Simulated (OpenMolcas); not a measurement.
# A workflow on PH2 (SMILES [PH2])

Aim: a single-point energy (ROHF/def2-SVP), then the energy (CASSCF(3,3)/def2-SVP), then a single-point energy (CASPT2(3,3)/def2-SVP) of PH2. 

Program for the calculation: OpenMolcas 26.06.

## Step 1: The molecule

PH2: 3 atoms, total charge 0, spin state doublet. As SMILES, `[PH2]`. The shape is that of a PBE0-D4/def2-TZVP optimisation.

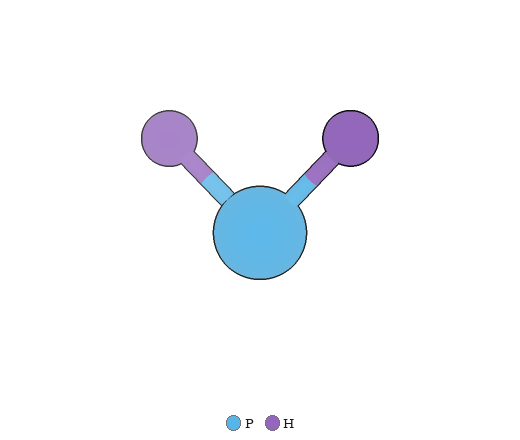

Viewed from a chosen angle; phosphorus blue, hydrogen purple.

## Step 2: The energy at ROHF/def2-SVP (run 1)

The input, step1.inp:

```
&gateway
 coord
 3
 angstrom
 P        0.525730      -0.309370       0.258210
 H        0.114640       1.051490       0.176750
 H       -0.640370      -0.742120      -0.434970
 basis=def2-SVP
 group=NoSym

&seward

&scf
 uhf
 spin=2
 prorbitals=0

&rasscf
 fileorb=$Project.UnaOrb
 spin=2
 nactel=1 0 0
 inactive=8
 ras2=1
 outorbitals=Canonical
 orblisting=Nothing
```

On the command line:

```bash
export MOLCAS_MEM=1860
pymolcas step1.inp > step1.log
```

The log of the run:

```text
--- Start Module: gateway ---
[...]
--- Stop Module: gateway /rc=_RC_ALL_IS_WELL_ ---
[...]
      Basis functions           28
[...]
--- Start Module: scf ---
[...]
       Convergence after  11 Iterations
[...]
::    Total SCF energy                               -341.7635287821
[...]
      Total spin, S                                     0.5065990486
[...]
--- Stop Module: scf /rc=_RC_ALL_IS_WELL_ ---
--- Start Module: rasscf ---
[...]
      Number of active orbitals                  1
[...]
      Spin quantum number                      0.5
[...]
      Active orbitals                            1
[...]
      Number of CSFs                             1
[...]
      Number of root(s) required                 1
[...]
      Convergence after  6 iterations
[...]
      printout of CI-coefficients larger than  0.05 for root  1
      energy=    -341.759088
      conf/sym  1     Coeff  Weight
             1  u   1.00000 1.00000
      Natural orbitals and occupation numbers for root  1
      sym 1:   1.000000
      ************************************************************************************************************************
      *                                                    Final results                                                     *
[...]
::    RASSCF root number  1 Total energy:   -341.75908817
[...]
      Total electronic charge=   17.000000
      Total            charge=   -0.000000
[...]
      Dipole Moment (debye):
      Origin of the operator (angstrom)=    0.4775   -0.2810    0.2345
                   X= -6.2804E-01               Y=  3.6957E-01               Z= -3.0846E-01           Total=  7.9130E-01
      Quadrupole Moment (debye*angstrom):
[...]
--- Stop Module: rasscf /rc=_RC_ALL_IS_WELL_ ---
[...]
```

Wall time 3.6 s (1 thread of Intel Xeon Platinum 8259CL at 2.50GHz (Skylake/Cascade Lake), shared host); peak memory 0.37 GiB.

## Step 3: The energy at CASSCF(3,3)/def2-SVP (run 2)

The input, step2.inp:

```
&GATEWAY
Coord
3
angstrom
P        0.525730      -0.309370       0.258210
H        0.114640       1.051490       0.176750
H       -0.640370      -0.742120      -0.434970
Basis=def2-SVP
Group=NoSym
&SEWARD
&RASSCF
FileOrb=$CurrDir/step1.RasOrb
Spin=2
Nactel=3 0 0
Inactive=7
Ras2=3
OrbListing=Nothing
OrbAppear=Compact
```

On the command line:

```bash
export MOLCAS_MEM=1860
pymolcas step2.inp > step2.log
```

The log of the run:

```text
--- Start Module: gateway ---
[...]
--- Stop Module: gateway /rc=_RC_ALL_IS_WELL_ ---
--- Start Module: seward ---
[...]
      Basis functions           28
--- Stop Module: seward /rc=_RC_ALL_IS_WELL_ ---
[...]
--- Start Module: rasscf ---
[...]
      Number of active orbitals                  3
[...]
      Spin quantum number                      0.5
[...]
      Active orbitals                            3
[...]
      Number of CSFs                             8
[...]
      Number of root(s) required                 1
[...]
      Convergence after 12 iterations
[...]
      printout of CI-coefficients larger than  0.05 for root  1
      energy=    -341.769211
      conf/sym  111     Coeff  Weight
             1  2u0   0.99464 0.98930
             8  0u2   0.10344 0.01070
      Natural orbitals and occupation numbers for root  1
      sym 1:   1.978602   1.000000   0.021398
      ************************************************************************************************************************
      *                                                    Final results                                                     *
[...]
::    RASSCF root number  1 Total energy:   -341.76921126
[...]
      Total electronic charge=   17.000000
      Total            charge=   -0.000000
[...]
      Dipole Moment (debye):
      Origin of the operator (angstrom)=    0.4775   -0.2810    0.2345
                   X= -5.5765E-01               Y=  3.2815E-01               Z= -2.7389E-01           Total=  7.0262E-01
      Quadrupole Moment (debye*angstrom):
[...]
--- Stop Module: rasscf /rc=_RC_ALL_IS_WELL_ ---
[...]
```

It took 2.8 s on 1 thread of Intel Xeon Platinum 8259CL at 2.50GHz (Skylake/Cascade Lake), shared host; peak memory 0.37 GiB.

## Step 4: The energy at CASPT2(3,3)/def2-SVP (ipea shift 0.25 Eh, pt2 variant SS) (run 3)

The input, step3.inp:

```
>>> EXPORT MOLCAS_PRINT=2

&GATEWAY
 Coord
 3
 angstrom
 P        0.525730      -0.309370       0.258210
 H        0.114640       1.051490       0.176750
 H       -0.640370      -0.742120      -0.434970
 Basis=def2-SVP
 Group=NoSym

&SEWARD

&RASSCF
 FileOrb=$CurrDir/step2.RasOrb
 Spin=2
 Nactel=3 0 0
 Inactive=7
 Ras2=3
 OrbListing=Nothing
 OrbAppear=Compact

&CASPT2
 Imaginary=0.2
```

On the command line:

```bash
export MOLCAS_MEM=1860
pymolcas step3.inp > step3.log
```

The log of the run:

```text
--- Start Module: gateway ---
[...]
--- Stop Module: gateway /rc=_RC_ALL_IS_WELL_ ---
[...]
      Basis functions           28
[...]
--- Start Module: rasscf ---
[...]
      Number of active orbitals                  3
[...]
      Spin quantum number                      0.5
[...]
      Active orbitals                            3
[...]
      Number of CSFs                             8
[...]
      Number of root(s) required                 1
[...]
      Convergence after  4 iterations
[...]
      printout of CI-coefficients larger than  0.05 for root  1
      energy=    -341.769211
      conf/sym  111     Coeff  Weight
             1  2u0   0.99464 0.98930
             8  0u2   0.10344 0.01070
      Natural orbitals and occupation numbers for root  1
      sym 1:   1.978602   1.000000   0.021398
      ************************************************************************************************************************
      *                                                    Final results                                                     *
[...]
::    RASSCF root number  1 Total energy:   -341.76921126
[...]
      Total electronic charge=   17.000000
      Total            charge=   -0.000000
[...]
      Dipole Moment (debye):
      Origin of the operator (angstrom)=    0.4775   -0.2810    0.2345
                   X= -5.5765E-01               Y=  3.2814E-01               Z= -2.7389E-01           Total=  7.0261E-01
      Quadrupole Moment (debye*angstrom):
[...]
--- Stop Module: rasscf /rc=_RC_ALL_IS_WELL_ ---
--- Start Module: caspt2 ---
[...]
      E2 (Variational):          -0.1018893068
      Total energy:            -341.8711005715
[...]
      Reference weight:           0.95852
[...]
::    CASPT2 Root  1     Total energy:   -341.87110057
[...]
--- Stop Module: caspt2 /rc=_RC_ALL_IS_WELL_ ---
[...]
```

It took 2.9 s on 1 thread of Intel Xeon Platinum 8259CL at 2.50GHz (Skylake/Cascade Lake), shared host; peak memory 0.37 GiB.

## Step 5: What came out

```
                                                   quantity          value
                         run 1, ROHF/def2-SVP: total energy  -341.75909 Eh
                        run 1, ROHF/def2-SVP: dipole moment         0.79 D
                  run 2, CASSCF(3,3)/def2-SVP: total energy  -341.76921 Eh
run 2, CASSCF(3,3)/def2-SVP: dipole moment (CASSCF density)         0.70 D
                  run 3, CASPT2(3,3)/def2-SVP: total energy  -341.87110 Eh
run 3, CASPT2(3,3)/def2-SVP: dipole moment (CASSCF density)         0.70 D
```

In words: Mulliken charges (run 1, ROHF/def2-SVP) run from -0.04 on H2 to +0.09 on P1. Mulliken charges (run 2, CASSCF(3,3)/def2-SVP) run from -0.05 on H2 to +0.10 on P1.
